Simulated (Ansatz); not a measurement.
## How basis sets differ on CH6AlGe (SMILES [CH3][Al][GeH3])

CH6AlGe: 9 atoms, total charge 0, spin state doublet. As SMILES, `[CH3][Al][GeH3]`. The coordinates come from a PBE0-D4/def2-TZVP relaxation.

```xyz
9

C    -0.8756    1.3321   -1.1100
Al    0.8819    0.5438   -0.7133
Ge    0.9488   -1.2692    1.0234
H    -1.5652    0.5448   -1.4360
H    -0.8517    2.1072   -1.8780
H    -1.2957    1.7668   -0.1954
H     2.3603   -1.8376    1.2676
H     0.0525   -2.4674    0.6326
H     0.4331   -0.7670    2.3922
```

Quantity: the dipole moment, in D. The values are calculated.

```csv
level,kind,program,value (D),CPU time
UHF/STO-3G,Hartree–Fock,Ansatz,2.84,2.3 s
UHF/3-21G,Hartree–Fock,Ansatz,1.63,3.6 s
UHF/def2-SVP,Hartree–Fock,Ansatz,1.44,8.9 s
UHF/def2-SVPD,Hartree–Fock,Ansatz,1.30,17 s
```

All-electron rows without a relativistic Hamiltonian named are non-relativistic. The values span 1.30 to 2.84 D. Sets without polarisation functions give poor dipoles. CPU times are rough (shared hosts, several kinds of processor): they show what a rung costs within a factor of a few.

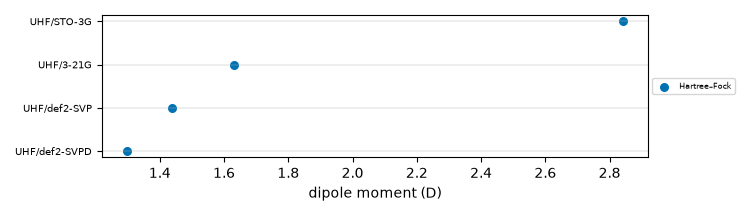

The values of the table, level by level.
